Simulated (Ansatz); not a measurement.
```
CELL_PARAMETERS angstrom
3.85035 0.00000 0.00000
-1.92517 3.33450 0.00000
0.00000 0.00000 8.38719
ATOMIC_POSITIONS crystal
Si 0.00000 0.00000 0.00000
Ge 0.33333 0.66667 0.81341
Ge 0.66667 0.33333 0.18659
Ge 0.00000 0.00000 0.65680
Ge 0.00000 0.00000 0.34320
```

Space group P-3m1; a structure generated by program, which may or may not match a known phase.

All numbers below come from DFT PBE, scalar-relativistic, plane waves, PAW (Ansatz 0.2.0).

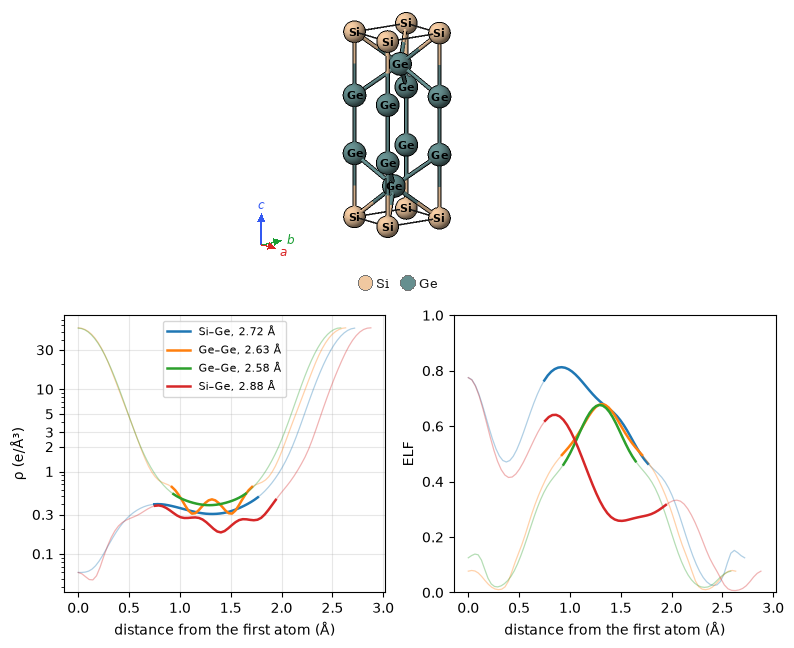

SiGe₄. Valence pseudo-density and ELF along straight lines between neighbouring atoms. Thin, pale parts lie inside the atomic spheres. The structure is drawn too.

Core electrons are frozen (PAW), and the valence fields are smoothed inside the atomic spheres.

> Compare the contacts.

Si–Ge (2.72 Å): ρ is about 0.31 e/Å³ halfway; the ELF peaks at about 0.80 in the valence shell of Si, 0.9 Å from its nucleus, and is about 0.65 at the midpoint.
Ge–Ge (2.63 Å): the density is about 0.46 e/Å³ at the midpoint; the ELF peaks at about 0.70 between the atoms.
Ge–Ge (2.58 Å): ρ at the midpoint is about 0.39 e/Å³; the ELF peaks at about 0.70 between the atoms.
Si–Ge (2.88 Å): ρ at the midpoint is about 0.19 e/Å³; the ELF peaks at about 0.65 in the valence shell of Si, 0.9 Å from its nucleus, and drops to about 0.25 between the two atoms.
